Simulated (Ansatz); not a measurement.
# Si on Mo (100)

Aim: for Mo, cut and relax a (100) slab, then find where and how strongly Si adsorbs.

Program: Ansatz 0.2.0. Level of theory: DFT r2SCAN, scalar-relativistic, plane waves, PAW. These are calculated values, not measurements.

1 further run of the same task is left out (set aside as unsound or not needed).

### 1 The starting structure

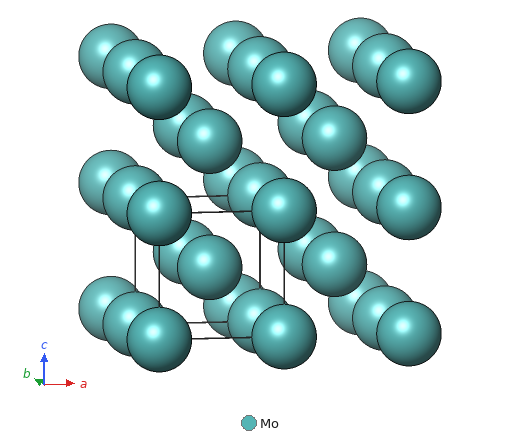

The starting structure, seen slightly off an axis (molybdenum teal). 2×2×2 cells are drawn. Atoms on the faces are drawn again on the opposite ones. The cell drawn here is the conventional one.

As a file:

```
Mo
1.0
    -1.57524    1.57524    1.57524
     1.57524   -1.57524    1.57524
     1.57524    1.57524   -1.57524
Mo
1
Direct
  0.00000 0.00000 0.00000
```

This cell was relaxed beforehand with the same method: volume 15.63 Å³/atom, gap on the mesh none (metal).

### 2 Cutting the slab

Planes are indexed in the bulk's conventional cell (Im-3m (No. 229)), a = 3.150 Å, b = 3.150 Å, c = 3.150 Å, α = 90.00°, β = 90.00°, γ = 90.00°.

A (100) slab, 6.3 Å thick as cut, with 17 Å of vacuum; its outer planes are Mo (top) and Mo (bottom).

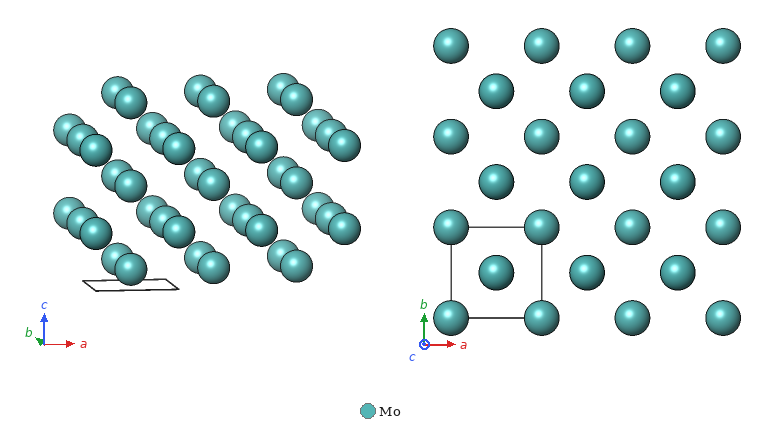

The slab as cut, seen from the side (left, normal up) and from above (right); molybdenum teal. 3×3 surface cells are drawn (two deep in side views), with atoms on the cell's edges repeated; the outline under the slab is one cell, and the vacuum is left out.

### 3 Relaxing the clean slab

input.yaml

```yaml
crystal:
  lattice:
    - [3.1504719611, 0.0, 0.0]
    - [0.0, 3.1504719611, 0.0]
    - [0.0, 0.0, 23.3009439222]
  atoms:
    - { symbol: Mo, position: [0.5, 0.5, 0.3647920886] }
    - { symbol: Mo, position: [0.0, 0.0, 0.4323960443] }
    - { symbol: Mo, position: [0.5, 0.5, 0.5] }
    - { symbol: Mo, position: [0.0, 0.0, 0.5676039557] }
    - { symbol: Mo, position: [0.5, 0.5, 0.6352079114] }
basis:
  ecutwfc: 500
kpoints:
  mp_grid: { grid: [9, 9, 1] }
hamiltonian:
  xc: r2scan
scf:
  occupations: { method: gaussian, width: 0.1 }
output:
  forces: true
  eigenvalues: true
  write_density: true
  write_potential: true
  elf: true
  volumetric_format: npy
relax:
  adjacent_minimum: "off"
  f_tol: 0.03
  max_steps: 70
  constraints: [{ sites: [0, 1] }]
efield:
  axis: 3
  dipole_correction: true
```

The run is started by

```console
$ ansatz run input.yaml --threads 2 --pin off --max-ram 5120MiB --backend cpu --events-out ev --progress --plain --runs-dir out
```

The program printed (excerpt; [...] marks lines left out):

```text
Warning: RAYON_NUM_THREADS=2 ignored (pool sized by the plan → 2); use --threads N
[...]
Pseudopotentials: kind: paw
Pseudopotential: Mo, paw, valence charge 14, recommended cutoff 500 eV (meta_gga), Mo.paw.azcp
Functional definition: r2SCAN
[...]
Crystal: 5 atoms, lattice volume = 231.273 Å³
Basis set: ecut = 500 eV, 5849 PW (Γ), exchange–correlation on 96×96×720 points (64 copies of the dense FFT grid, shifted against one another)
Bands: 42, of which v1, the nominal top of the filled ones, is band 35 counted from 1 (34 counted from 0)
Symmetry: 8 space group operations
k-points: 15 of 81
[...]
SCF iter   1: F=—  HF=-24833.244463 eV  |F-HF|=—  |Δ(HF+E_count)|=         —  Δρ=8.56e-3  dr2=3.87e-1  dr2_τ=9.85e-2  ethr=1.77e-3  p=0.000 e·Å  D=2.62e-13 V/Å  ΔV_dip=-0.00 eV  dr2_dipole=4.60e-8  V_vac-E_F(+/−)=3.98/3.98 eV  ⟨swp⟩=8.1  Hψ=3002  notcnv=0
[...]
relax step   1: F+E_penalty+E_count = -24833.23248349 eV  Δ(F+E_penalty+E_count) = +0.000e0 eV  max|allowed force component| = 1.514e0 eV/Å  Δτ_max = 0.0000 Å  (6 SCF iters, dr2 threshold 2.25e-5 eV, accepted)
[...]
relax step   4: F+E_penalty+E_count = -24833.40619507 eV  Δ(F+E_penalty+E_count) = -5.768e-3 eV  max|allowed force component| = 1.080e-1 eV/Å  Δτ_max = 0.0588 Å  (8 SCF iters, dr2 threshold 4.35e-6 eV, accepted)
[...]
relax step   5: F+E_penalty+E_count = -24833.40718533 eV  Δ(F+E_penalty+E_count) = -9.903e-4 eV  max|allowed force component| = 1.678e-3 eV/Å  Δτ_max = 0.0184 Å  (8 SCF iters, accepted)
[...]
SCF iter   2: F=-24833.407185 eV  HF=-24833.407185 eV  |F-HF|=4.00e-8  |Δ(HF+E_count)|=   1.06e-8  Δρ=3.36e-6  dr2=5.55e-8  dr2_τ=7.13e-9  ethr=8.69e-11  p=0.007 e·Å  D=5.47e-3 V/Å  ΔV_dip=-0.13 eV  dr2_dipole=5.72e-10  V_vac-E_F(+/−)=3.83/3.96 eV  ⟨swp⟩=10.7  Hψ=4516  notcnv=0
[...]
WARN: The output density's exchange-correlation potential varies sharply where the density is thin. Do not read a vacuum level from v_tot or v_xc, or from such a field of the output density. On a cell that repeats whose density bears no net charge and no dipole along the vacuum's axis use [...]
SCF converged after 2 iterations
Free energy (F): -24833.407185 eV
[...]
E sigma→0 (E₀):  -24833.389471 eV
Entropy (-TS):   -0.035428 eV (-7.086 meV/atom)
Fermi energy:    4.606255 eV
Dipole field:    D = 0.005444 V/Å  (p = 0.006957 e·Å, saw-weighted, corrected)
Work function:   Φ+ = 3.8286 eV   Φ− = 3.9554 eV
Levels:          The Fermi level and band energies are counted from a zero that moves with the ramp; work functions are not
[...]
--- Forces (eV/Å), atoms counted from 1 ---
  atom   1  Mo     0.00000000    -0.00000000     1.14425837
  atom   2  Mo    -0.00000000     0.00000000    -1.14129913
  atom   3  Mo    -0.00000000    -0.00000000    -0.00176489
  atom   4  Mo    -0.00000000     0.00000000    -0.00168872
  atom   5  Mo     0.00000000    -0.00000000     0.00038420
[...]
--- Band table (eV; the first three rows and the last of 15) ---
[...]
--- Relaxed structure (5 steps of the walk, 5 accepted, 0 SCFs on fresh bases) ---
  F+E_penalty+E_count = -24833.40718533 eV   max|allowed force component| = 1.678e-3 eV/Å
  atoms:
    - { symbol: Mo, position: [0.49999999999999994, 0.49999999999999994, 0.36479208859999995] }
    - { symbol: Mo, position: [0.0, 0.0, 0.4323960443] }
    - { symbol: Mo, position: [0.49999999999999994, 0.49999999999999994, 0.4981363524550309] }
    - { symbol: Mo, position: [1.4803183652434142e-18, -4.8905179113920176e-34, 0.5686341258288331] }
    - { symbol: Mo, position: [0.49999999999999994, 0.49999999999999994, 0.6277546329564268] }
```

Wall time 66 s (2 threads of Intel Xeon 6975P-C (Granite Rapids), shared host); peak memory 0.95 GiB.

The steps of the relaxation:

```
step  energy from step 1 (eV/cell)  largest force component (eV/Å)
   1                        0.0000                          1.5143
   2                       -0.0982                          1.1482
   3                       -0.1679                          0.2640
   4                       -0.1737                          0.1080
   5                       -0.1747                          0.0017
```

Step 1 is the start.

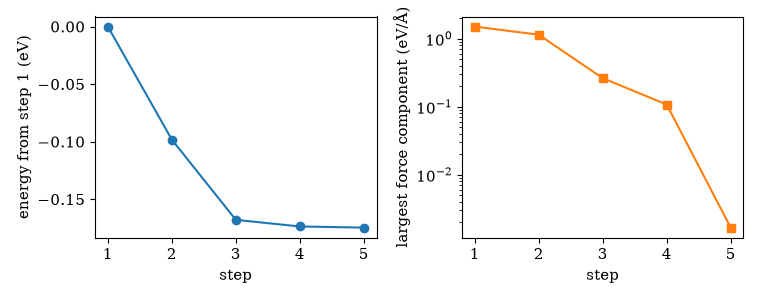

Energy and largest force along the relaxation.

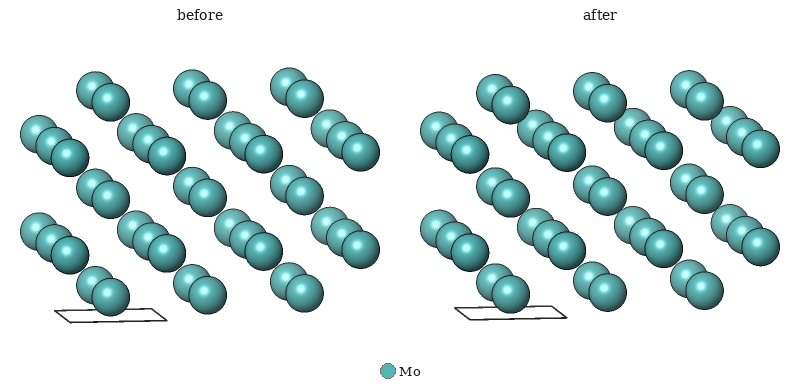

Before and after, at one scale.

A dipole layer in the vacuum cancels the field that periodic copies would set up if the slab's two faces differ.

Atoms 1, 2 (counted from 1; the input counts from 0) are held at their places.

From the log: work function 3.83 eV (top face), 3.96 eV (bottom face); dipole along +c 0.007 e·Å per cell.

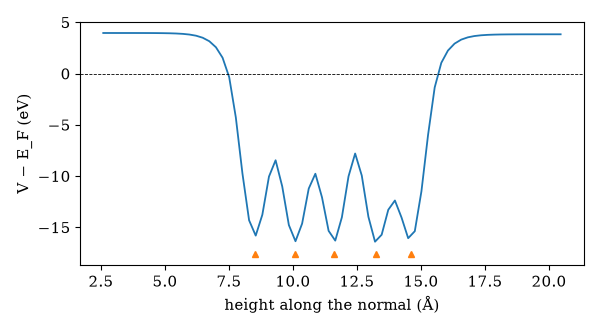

Plane-averaged electrostatic potential energy of an electron across the slab, counted from the Fermi level; triangles mark the atomic planes. The flat parts are the vacuum levels.

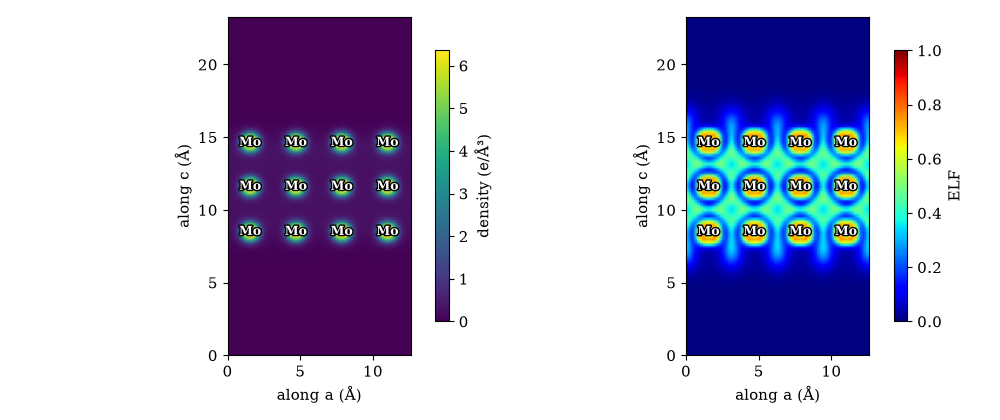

Density (left) and ELF (right) in a lattice plane of the grid's cell (edges 3.15 and 23.30 Å, at 0.500 of the third edge), which holds Mo. Only atoms in the plane are labelled. Both are smooth fields of the valence electrons: close to the nuclei they are not physical.

Maxima of ELF outside the ion cores: 0.50 between the atoms, 1.7 Å from Mo.

### 4 Start: Si, top (Mo)

input.yaml

```yaml
crystal:
  lattice:
    - [3.1504719611, 0.0, 0.0]
    - [0.0, 3.1504719611, 0.0]
    - [0.0, 0.0, 25.3009439222]
  atoms:
    - { symbol: Mo, position: [0.5, 0.5, 0.3359558452] }
    - { symbol: Mo, position: [0.0, 0.0, 0.3982158141] }
    - { symbol: Mo, position: [0.5, 0.5, 0.4587594538] }
    - { symbol: Mo, position: [0.0, 0.0, 0.5236844886] }
    - { symbol: Mo, position: [0.5, 0.5, 0.5781316122] }
    - { symbol: Si, position: [0.5, 0.5, 0.6832660296] }
basis:
  ecutwfc: 500
kpoints:
  mp_grid: { grid: [9, 9, 1] }
hamiltonian:
  xc: r2scan
scf:
  occupations: { method: gaussian, width: 0.1 }
output:
  forces: true
  eigenvalues: true
  write_density: true
  write_potential: true
  elf: true
  volumetric_format: npy
relax:
  adjacent_minimum: "off"
  f_tol: 0.03
  max_steps: 70
  constraints: [{ sites: [0, 1] }]
efield:
  axis: 3
  dipole_correction: true
```

The run is started by

```console
$ ansatz run input.yaml --threads 2 --pin off --max-ram 5120MiB --backend cpu --events-out ev --progress --plain --runs-dir out
```

The program printed (excerpt; [...] marks lines left out):

```text
Warning: RAYON_NUM_THREADS=2 ignored (pool sized by the plan → 2); use --threads N
[...]
[... 2 set-up lines as earlier in the session ...]
Pseudopotential: Si, paw, valence charge 4, recommended cutoff 500 eV (meta_gga), Si.paw.azcp
[... 1 set-up line as earlier in the session ...]
[...]
Crystal: 6 atoms, lattice volume = 251.124 Å³
Basis set: ecut = 500 eV, 6377 PW (Γ), exchange–correlation on 96×96×768 points (64 copies of the dense FFT grid, shifted against one another)
Bands: 45, of which v1, the nominal top of the filled ones, is band 37 counted from 1 (36 counted from 0)
[... 1 set-up line as earlier in the session ...]
Space group: P4mm (ITA 99), of the structure as read, at distance tolerance 6.3e-5 Å
k-points: 15 of 81
[...]
SCF iter   1: F=—  HF=-25471.673073 eV  |F-HF|=—  |Δ(HF+E_count)|=         —  Δρ=9.62e-3  dr2=2.99e0  dr2_τ=1.09e-1  ethr=1.77e-3  p=-0.043 e·Å  D=-3.10e-2 V/Å  ΔV_dip=0.78 eV  dr2_dipole=1.62e0  V_vac-E_F(+/−)=4.83/4.05 eV  ⟨swp⟩=8.3  Hψ=3262  notcnv=0
[...]
WARN: The output density's exchange-correlation potential varies sharply where the density is thin. Do not read a vacuum level from v_tot or v_xc, or from such a field of the output density. On a cell that repeats whose density bears no net charge and no dipole along the vacuum's axis use [...]
Work function:   Φ+ = 5.2152 eV   Φ− = 3.8402 eV
Levels:          The Fermi level and band energies are counted from a zero that moves with the ramp; work functions are not
[...]
--- Forces (eV/Å), atoms counted from 1 ---
  atom   1  Mo     0.00000000     0.00000000     1.37472595
  atom   2  Mo    -0.00000000     0.00000000    -1.36990378
  atom   3  Mo     0.00000000     0.00000000    -0.00251850
  atom   4  Mo     0.00000000     0.00000000     0.00080224
  atom   5  Mo     0.00000000     0.00000000    -0.00421692
  atom   6  Si    -0.00000000     0.00000000     0.00110872
[...]
--- Band table (eV; the first three rows and the last of 15) ---
[...]
--- Relaxed structure (5 steps of the walk, 5 accepted, 0 SCFs on fresh bases) ---
  F+E_penalty+E_count = -25471.81658877 eV   max|allowed force component| = 4.132e-3 eV/Å
  atoms:
    - { symbol: Mo, position: [0.5, 0.5, 0.3359558452] }
    - { symbol: Mo, position: [0.0, 0.0, 0.3982158141] }
    - { symbol: Mo, position: [0.5, 0.5, 0.4590023795891648] }
    - { symbol: Mo, position: [-9.169721083860035e-35, 0.0, 0.5231853155876375] }
    - { symbol: Mo, position: [0.5, 0.5, 0.5809718256021241] }
    - { symbol: Si, position: [0.5, 0.5, 0.6764026031763671] }
```

Wall time 58 s (2 threads of Intel Xeon 6975P-C (Granite Rapids), shared host); peak memory 1.1 GiB.

Step by step:

| step | E - E(step 1) (eV/cell) | largest force component (eV/Å) |
| --- | --- | --- |
| 1 | 0.0000 | 1.8634 |
| 2 | -0.1824 | 0.7990 |
| 3 | -0.2001 | 0.2803 |
| 4 | -0.2055 | 0.0527 |
| 5 | -0.2057 | 0.0041 |

Step 1 is the start.

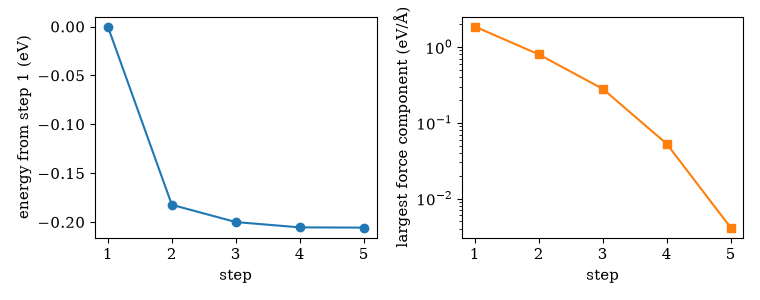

Energy and largest force along the relaxation.

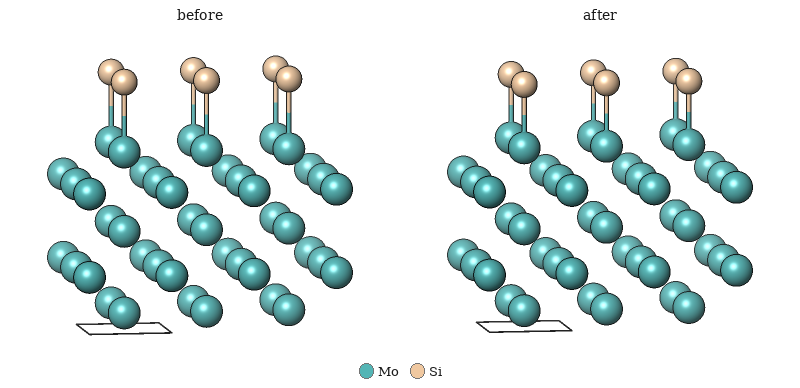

The structure before (left) and after (right) the relaxation, drawn at the same scale.

From the log: work function 5.22 eV (top face), 3.84 eV (bottom face); dipole along +c -0.075 e·Å per cell.

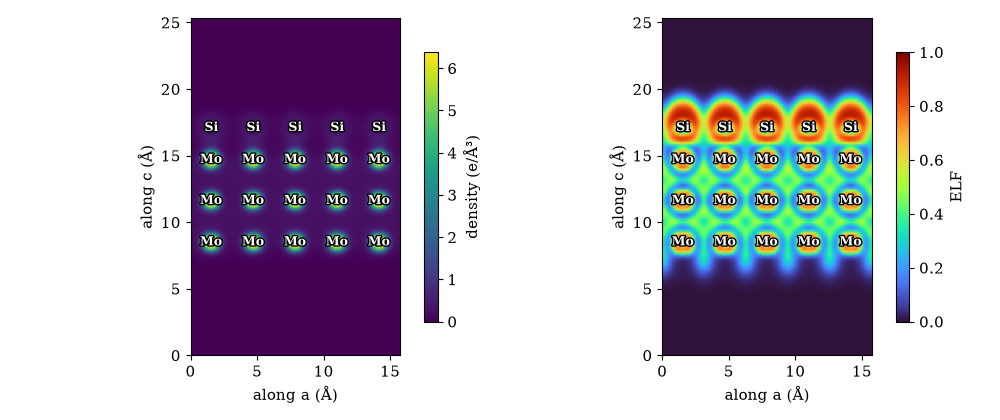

Density (left) and ELF (right) in a lattice plane of the grid's cell (edges 3.15 and 25.30 Å, at 0.500 of the third edge), which holds Mo and Si. Only atoms in the plane are labelled. Both are smooth fields of the valence electrons: close to the nuclei they are not physical.

The highest ELF values outside the cores: 0.92 beside Si, off the lines to its neighbours, 1.0 Å from Si; 0.83 on the Si–Mo line, 0.8 Å from Si; 0.53 between the atoms, 1.7 Å from Mo.

(Part 1 of 2 ends here.)
